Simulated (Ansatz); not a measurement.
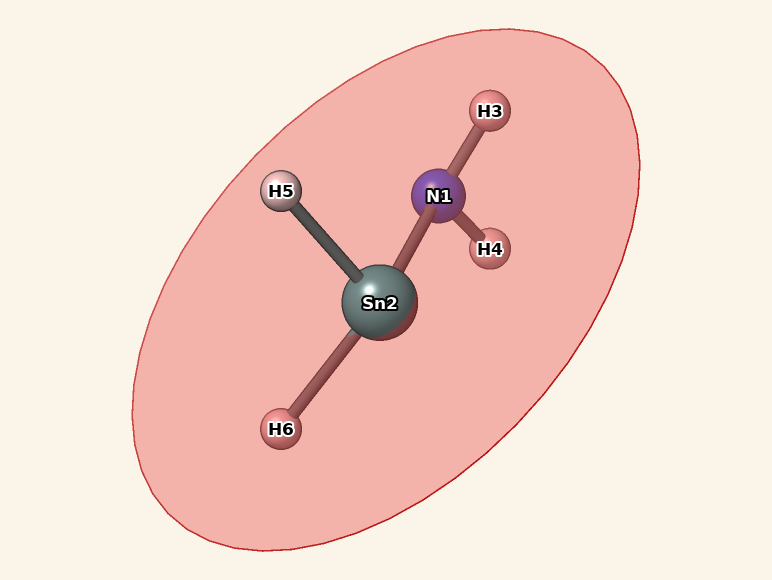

A disc through the centre of mass is drawn in. Atoms fade into the background with distance from the viewer. State: neutral, doublet. The computed structure is the end point of a PBE0-D4/def2-TZVP optimisation. No frequency run is at hand to confirm it as a minimum.

Is the plane of the disc a mirror plane of the structure?

No. The point group is Cs, with 1 mirror plane, and this plane isn't one of its mirror planes.
